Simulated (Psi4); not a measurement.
# UCC3/cc-pVDZ run of BN (boron nitride)

Aim: the energy change on altering one bond length of BN (boron nitride) at UCC3/cc-pVDZ, from 2 runs. 

Program for the calculation: Psi4 1.11.

2 further runs of the same task are left out: 1 that didn't finish, 1 set aside as unsound or not needed.

## Step 1: The system as given

BN: 2 atoms, total charge 0, spin state triplet. As SMILES, `B#N`. Geometry: relaxed at GFN2-xTB.

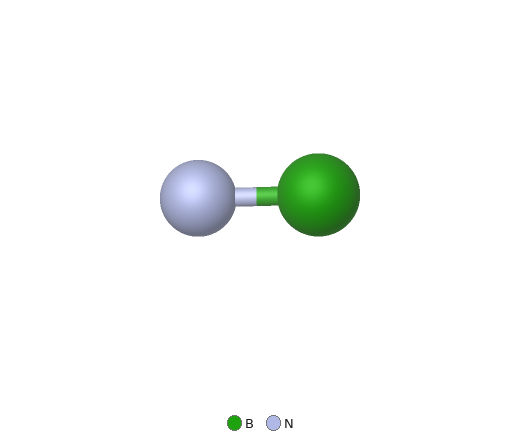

Viewed from a chosen angle; boron green, nitrogen light blue.

## Step 2: The energy at UCC3/cc-pVDZ

Contents of job.dat:

```
memory 1600 MB

molecule {
  0 3
  B      0.000000     0.000000     0.000000
  N      0.000000     0.000000     1.268430
  units angstrom
  no_reorient
  no_com
}

set {
  reference uhf
  scf_type pk
  freeze_core true
}

energy("cc3/cc-pVDZ")
```

Command:

```bash
psi4 -n 1 job.dat job.out
```

job.out:

```text
[...]
  Running in c2v symmetry.
[...]
  Nuclear repulsion =   14.601674805428758
[...]
  Multiplicity = 3
[...]
  Nalpha       = 7
  Nbeta        = 5
[...]
    Number of basis functions: 28
[...]
   @UHF iter   1:   -78.93734613702020   -9.82875e-01   1.89849e-02 DIIS/ADIIS
[...]
   @UHF iter  15:   -78.99673198069857   -8.24230e-13   4.73826e-09 DIIS
[...]
   @S^2 Observed:                2.032466127E+00
[...]
    Orbital Energies [Eh]
    ---------------------
    Alpha Occupied:
       1A1   -15.596518     2A1    -7.692913     3A1    -1.152716
       4A1    -0.586069     1B2    -0.514960     5A1    -0.491258
       1B1    -0.441638
    Alpha Virtual:
       2B2     0.106350     2B1     0.139631     6A1     0.244805
       7A1     0.426907     3B2     0.429757     3B1     0.437916
       8A1     0.766190     1A2     0.831046     9A1     0.831178
      10A1     0.891432     4B2     0.960189     4B1     0.987005
       5B2     1.062738     5B1     1.116576    11A1     1.452080
      12A1     1.730259     2A2     2.110214    13A1     2.111051
[...]
  @UHF Final Energy:   -78.99673198069857
   => Energetics <=
    Nuclear Repulsion Energy =             14.6016748054287575
    One-Electron Energy =                -135.4788951116246949
    Two-Electron Energy =                  41.8804883254973603
    Total Energy =                        -78.9967319806985699
  UHF NO Occupations:
  HONO-2 :    1 B1 1.9849205
  HONO-1 :    5 A1 1.0000000
[...]
 Multipole Moments:
 ------------------------------------------------------------------------------------
     Multipole            Electronic (a.u.)      Nuclear  (a.u.)        Total (a.u.)
 ------------------------------------------------------------------------------------
 L = 1.  Multiply by 2.5417464519 to convert [e a0] to [Debye]
 Dipole X            :          0.0000000            0.0000000            0.0000000
 Dipole Y            :          0.0000000            0.0000000            0.0000000
 Dipole Z            :        -17.7417897           16.7788972           -0.9628925
 Magnitude           :                                                    0.9628925
[...]
      * MP2 total energy                      =  -79.169630471546341
[...]
```

Wall time 10 s (1 thread of AMD EPYC 7B13 (Zen 3), shared host); peak memory 0.21 GiB.

## Step 3: The distorted shape, same level

Contents of run.py:

```python
import psi4

psi4.set_memory('1600 MB')
psi4.set_num_threads(1)
psi4.set_output_file('run.log', False)

molecule = psi4.geometry("""
0 3
B      0.117353     0.017872    -0.106007
N      0.239818     0.073078     1.239556
no_reorient
no_com
""")

psi4.set_options({
    'reference': 'uhf',
    'scf_type': 'pk',
    'freeze_core': True,
})

energy_value = psi4.energy("cc3/cc-pVDZ", molecule=molecule)
print('E =', round(energy_value, 9))
```

Command:

```bash
python run.py
```

run.log:

```text
[...]
  Running in c1 symmetry.
[...]
  Nuclear repulsion =   13.696562417732727
[...]
  Multiplicity = 3
[...]
  Nalpha       = 7
  Nbeta        = 5
[...]
    Number of basis functions: 28
[...]
   @UHF iter   1:   -78.92942792830134   -1.05608e+00   1.13254e-02 ADIIS/DIIS
[...]
   @UHF iter  16:   -78.99372484942941   -3.41629e-11   7.08392e-09 DIIS
[...]
   @S^2 Observed:                2.067325198E+00
[...]
    Orbital Energies [Eh]
    ---------------------
    Alpha Occupied:
       1A    -15.608041     2A     -7.712858     3A     -1.122851
       4A     -0.594786     5A     -0.499006     6A     -0.488274
       7A     -0.415550
    Alpha Virtual:
       8A      0.087160     9A      0.124260    10A      0.240658
      11A      0.423504    12A      0.428811    13A      0.429453
      14A      0.713486    15A      0.829509    16A      0.830154
      17A      0.876019    18A      0.958648    19A      0.980956
      20A      1.030344    21A      1.095959    22A      1.429712
      23A      1.621074    24A      2.099821    25A      2.100642
[...]
  @UHF Final Energy:   -78.99372484942941
   => Energetics <=
    Nuclear Repulsion Energy =             13.6965624177327268
    One-Electron Energy =                -133.7019553588215786
    Two-Electron Energy =                  41.0116680916594518
    Total Energy =                        -78.9937248494294124
  UHF NO Occupations:
  HONO-2 :    5  A 1.9672877
  HONO-1 :    6  A 1.0000000
[...]
 Multipole Moments:
 ------------------------------------------------------------------------------------
     Multipole            Electronic (a.u.)      Nuclear  (a.u.)        Total (a.u.)
 ------------------------------------------------------------------------------------
 L = 1.  Multiply by 2.5417464519 to convert [e a0] to [Debye]
 Dipole X            :         -4.3734865            4.2811575           -0.0923289
 Dipole Y            :         -1.1771687            1.1355478           -0.0416210
 Dipole Z            :        -16.4097768           15.3953285           -1.0144483
 Magnitude           :                                                    1.0194912
[...]
      * MP2 total energy                      =  -79.172514746721561
[...]
```

The script printed:

```text
E = -79.20664305
```

Run time: 14 s. Hardware: 1 thread of AMD EPYC 7B13 (Zen 3), shared host; peak memory 0.21 GiB.

## Step 4: What came out

Level: UCC3/cc-pVDZ, 2 core orbitals frozen.

```
                                                                   quantity         value
                             first shape: ground-state or mean-field energy  -79.19967 Eh
    first shape: HOMO energy (Hartree–Fock orbitals) (highest over α and β)     -11.99 eV
     first shape: LUMO energy (Hartree–Fock orbitals) (lowest over α and β)       0.32 eV
                   first shape: correlation energy (2 core orbitals frozen)    -202.9 mEh
                             first shape: ⟨S²⟩ of the reference determinant         2.032
                                                 first shape: T1 diagnostic         0.061
                         distorted shape: ground-state or mean-field energy  -79.20664 Eh
distorted shape: HOMO energy (Hartree–Fock orbitals) (highest over α and β)     -11.31 eV
 distorted shape: LUMO energy (Hartree–Fock orbitals) (lowest over α and β)       0.32 eV
               distorted shape: correlation energy (2 core orbitals frozen)    -212.9 mEh
                         distorted shape: ⟨S²⟩ of the reference determinant         2.067
                                             distorted shape: T1 diagnostic         0.079
          energy change with the B1–N2 bond stretched from 1.268 to 1.352 Å     -0.190 eV
```

In words: With the B1–N2 bond stretched from 1.268 to 1.352 Å the energy falls by 0.19 eV (18.3 kJ/mol). The first shape isn't relaxed at this level, so the change isn't measured from a minimum. The T1 diagnostic (first shape) of 0.061 is above the customary mark for such species, so a single reference may not serve. The T1 diagnostic (distorted shape) of 0.079 is above the customary mark for such species, so a single reference may not serve.
